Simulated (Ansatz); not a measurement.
**CH$_{4}$GaO (SMILES [CH3][Ga][OH]) (doublet): density, localisation and related maps**

Input

```
crystal:
  periodic: [false, false, false]
  atoms:
    - {symbol: C, position_ang: [-0.826536, 0.551064, -0.249745]}
    - {symbol: Ga, position_ang: [1.056703, 0.055300, -0.742147]}
    - {symbol: O, position_ang: [1.919400, -1.122736, 0.319790]}
    - {symbol: H, position_ang: [-1.428460, -0.361076, -0.251525]}
    - {symbol: H, position_ang: [-1.248469, 1.272482, -0.947014]}
    - {symbol: H, position_ang: [-0.813629, 0.973454, 0.758073]}
    - {symbol: H, position_ang: [1.402191, -1.436488, 1.066868]}
basis:
  gaussian: {orbitals: def2-TZVPP}
magnetization: {spin_polarized: true, initial_magnetization: 1}
hamiltonian: {xc: pbe0, dispersion: d4}
output: {orbitals: {seedname: orbitals}}
```

Launched as:

```sh
ansatz run in.yaml --threads 2 --pin off --events-out ev --progress --plain --max-ram 32768MiB --backend cpu
```

Geometry: PBE0-D4/def2-TZVP.

Theory: Ansatz 0.2.0, UKS PBE0-D4/def2-TZVPP.

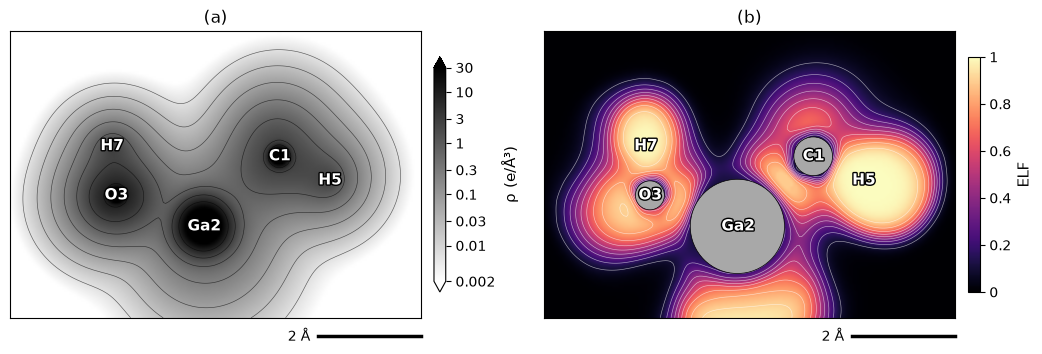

Figure 1. (a) total electron density; (b) electron localisation function on the plane of atoms Ga2, O3 and H7. Grey discs cover the atomic cores in the ELF map.

Describe what can be read from this map.

The plane passes through C, Ga, O and H nuclei.
Ga–O (1.81 Å): ρ is about 0.88 e/Å³ halfway; the ELF peaks at about 0.85 in the valence shell of O, 0.6 Å from its nucleus, and is about 0.25 at the midpoint.
C–Ga (2.01 Å): ρ at the midpoint is about 0.71 e/Å³; the ELF peaks at about 0.90 in the valence shell of C, 0.7 Å from its nucleus, and is about 0.50 at the midpoint.
O–H (0.96 Å): ρ at the midpoint is about 3.7 e/Å³; the ELF climbs to about 1 towards the hydrogen, as it does in any bond to H: a covalent bond by its length.
C–H (1.09 Å): the density is about 2 e/Å³ at the midpoint; the ELF climbs to about 1 towards the hydrogen: a covalent bond by its length.
The ELF also peaks beside O3, away from the bonds: non-bonding electrons, paired or unpaired.

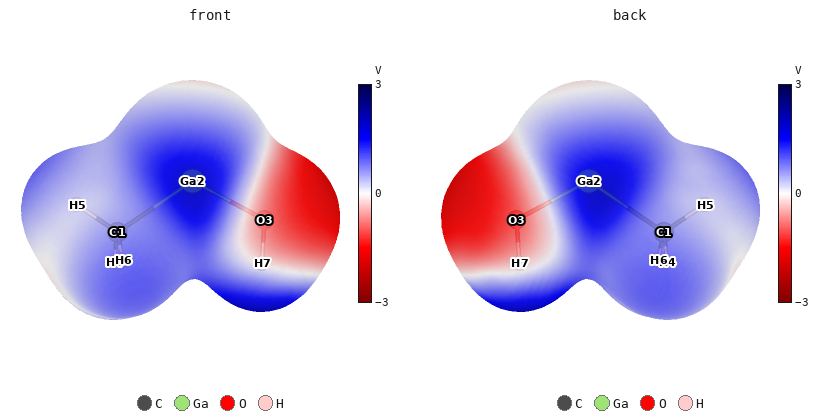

Figure 2. The electrostatic potential painted on the density surface at 0.002 e/bohr³, seen from the front and from behind; red is negative and blue positive.

Where is the surface potential most negative and most positive?

The most negative region (about −1.9 V) lies over O3, the most positive (about +2.0 V) over H7. O3 is the likeliest acceptor of a hydrogen bond.

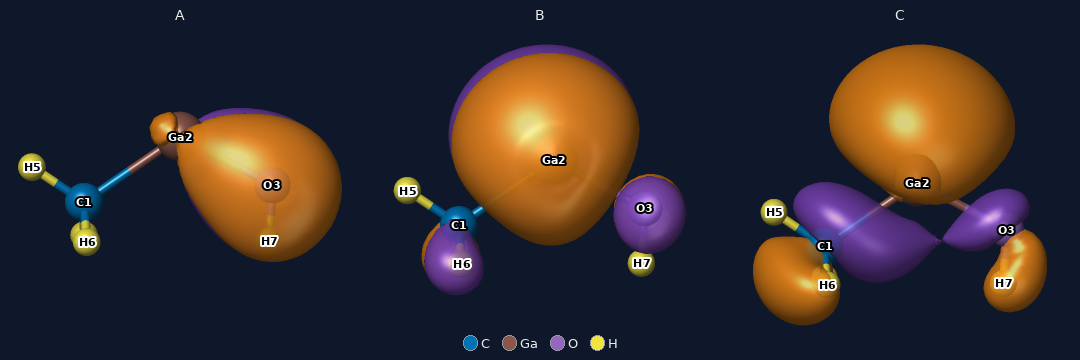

Figure 3. Three frontier orbitals at ±0.08 Å⁻³ᐟ² (orange and purple are the two phases), in no order.

Order the three orbitals by energy and name them. All are α orbitals.

A is the HOMO−1 (α) (−8.60 eV). By Hirshfeld shares it lies mainly on O3 (about 80 %) and Ga2 (about 10 %); largely a lone pair of O3. C is the HOMO (α) (−5.68 eV). By Hirshfeld shares it lies mainly on Ga2 (about 70 %) and C1 (about 15 %). B is the LUMO (α) (−0.98 eV). It lies mainly on Ga2 (about 80 %) and O3 (about 10 %).

What is the gap between the highest occupied and lowest empty α orbitals?

4.70 eV between the orbital energies.

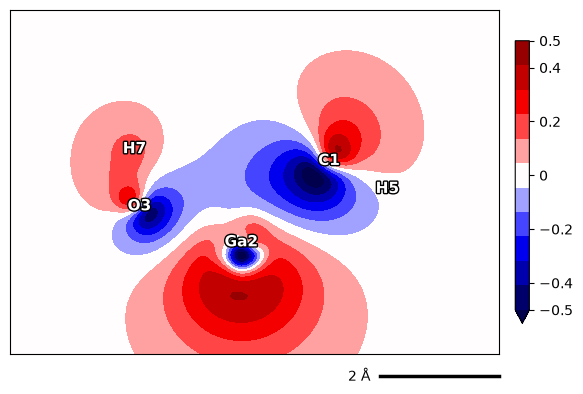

Figure 4. The HOMO (α) on the plane of atoms Ga2, C1 and H5 (values in Å⁻³ᐟ²; the overall sign is arbitrary).

Where does this orbital lie, and at what energy?

By Hirshfeld shares it lies mainly on Ga2 (about 70 %) and C1 (about 15 %). Its energy is −5.68 eV.
